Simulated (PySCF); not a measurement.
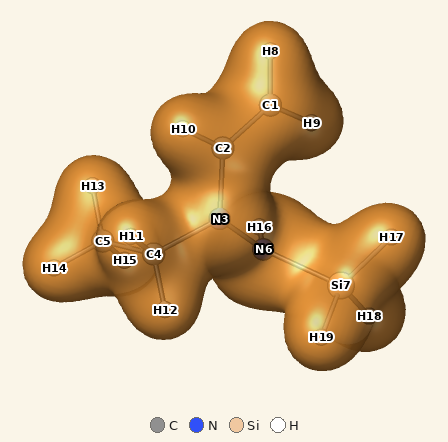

The picture shows: C4H12N2Si (SMILES C=CN(CC)N[SiH3]). Isosurface of the total electron density at 0.2 e/Å³ (orange), seen across its widest extent.

Geometry: GFN2-xTB.

All numbers below come from PBE0/pcSseg-1, SCF density, gas phase, non-relativistic (PySCF 2.14.0).

Input file:

```
{"job": {"kind": "nmr", "xc": "PBE0", "basis": "pcSseg-1"}, "charge": 0, "multiplicity": 1}
C      0.205184     2.360129     0.293926
C     -0.398595     1.256320     0.725210
N     -0.059379    -0.037878     0.405715
C     -1.061826    -1.077145     0.515841
C     -2.115708    -1.026838    -0.592602
N      0.875425    -0.253667    -0.614711
Si     2.527546    -0.510109    -0.184482
H     -0.098598     3.325267     0.653152
H      1.028297     2.337264    -0.398114
H     -1.217992     1.313917     1.429103
H     -1.541390    -0.978633     1.493287
H     -0.533638    -2.033264     0.481423
H     -2.626349    -0.065568    -0.584383
H     -2.849714    -1.815474    -0.448467
H     -1.645631    -1.163610    -1.563914
H      0.632475     0.221726    -1.477868
H      3.198799     0.609083     0.485901
H      3.164570    -0.790029    -1.470333
H      2.506722    -1.662238     0.715374
```

Command:

```sh
OMP_NUM_THREADS=1 python probes_run.py task.json out
```

Which contacts does the surface bridge?

Answer. At this value the surface is in one piece. It bridges the sampled C–C (1.33 Å), C–N (1.38 Å), N–N (1.40 Å) and Si–N (1.73 Å) contacts, where the density stays above the isovalue. On the grid the lowest density along these lines, outside the cores, is 2.3 e/Å³ (C–C, 1.33 Å), 2.1 e/Å³ (C–N, 1.38 Å), 2.2 e/Å³ (N–N, 1.40 Å) and 0.92 e/Å³ (Si–N, 1.73 Å).
